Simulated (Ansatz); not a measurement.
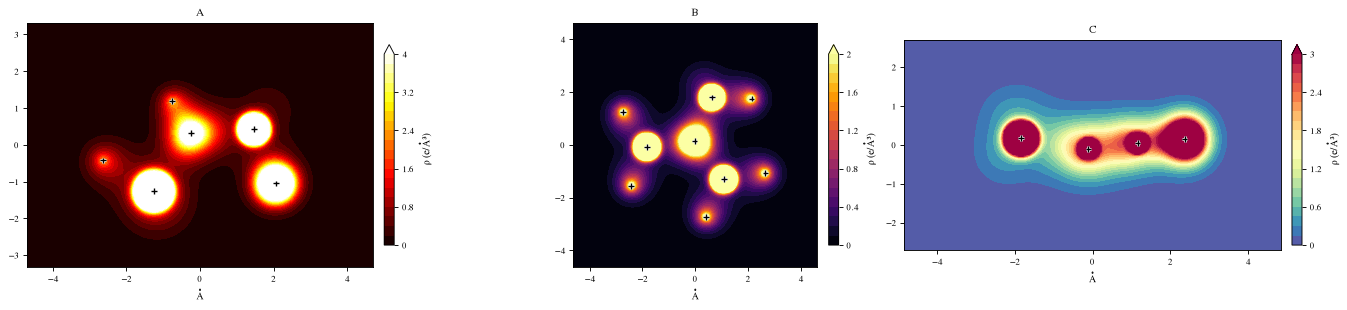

The electron density of 3 systems, each on a plane through atoms (crosses mark nuclei in the plane).

These are results of isolated molecule in a Gaussian basis; Kohn-Sham density functional theory, functional PBE0 (Ansatz), not measurements.

System 1: F₃GeH₂NSi (SMILES F[Si](F)(F)[NH+]=[GeH-]), the plane of atoms Si6, N5 and H7. Geometry: B3LYP/6-31G*.

```yaml
atoms:
  - { symbol: F, position_ang: [0.4791, 2.2511, 0.8141] }
  - { symbol: F, position_ang: [2.0732, 0.2887, 0.5224] }
  - { symbol: F, position_ang: [-0.3413, -0.1421, 1.3271] }
  - { symbol: Ge, position_ang: [-1.4574, -0.5905, -1.7703] }
  - { symbol: N, position_ang: [-0.0165, 0.5052, -1.2501] }
  - { symbol: Si, position_ang: [0.5517, 0.7299, 0.3419] }
  - { symbol: H, position_ang: [0.4642, 1.0074, -1.9910] }
  - { symbol: H, position_ang: [-1.2540, -0.1940, -3.3249] }
```

System 2: Al₂H₇NSi (SMILES [AlH2][N]([AlH2])[SiH3]), the plane of atoms N3, Al1 and H6. Geometry: PBE-D3(BJ)/def2-SVP.

```xyz
11

Al    0.7755   -1.3544    1.8630
Al   -2.3228   -1.2822    1.2321
N    -0.5942   -1.1261    0.6798
Si   -0.2015   -0.7512   -1.0083
H     0.4282   -1.6901    3.3830
H     2.2638   -1.2027    1.3004
H    -2.5733   -1.6231    2.7715
H    -3.4942   -1.0744    0.1672
H    -1.4701   -0.5930   -1.8039
H     0.5889    0.5278   -1.1153
H     0.6193   -1.8483   -1.6365
```

System 3: C₂H₂OSi (SMILES [O-]C#C[SiH2]) (charge −1, doublet), the plane of atoms C2, C1 and Si4. Geometry: r2SCAN-D4/def2-SVPD.

```xyz
6

C    -0.6876   -1.1011   -0.7376
C    -1.0570   -1.9280    0.1558
O    -1.3782   -2.6966    1.0348
Si   -0.5086   -0.1880   -2.2267
H    -0.7797    1.3011   -2.0890
H     0.8846   -0.2370   -2.8320
```

Match each panel to its system.

Answer. Panel A is system 1, F₃GeH₂NSi: the plane holds F, Ge, N, Si and H. Si–F (1.59 Å): ρ is about 1.1 e/Å³ halfway. Panel B is system 2, Al₂H₇NSi: the plane holds Al, N, Si and H. Si–N (1.77 Å): ρ at the midpoint is about 1 e/Å³. Panel C is system 3, C₂H₂OSi: the plane holds C, O and Si. C–O (1.21 Å): ρ is about 3.3 e/Å³ halfway.
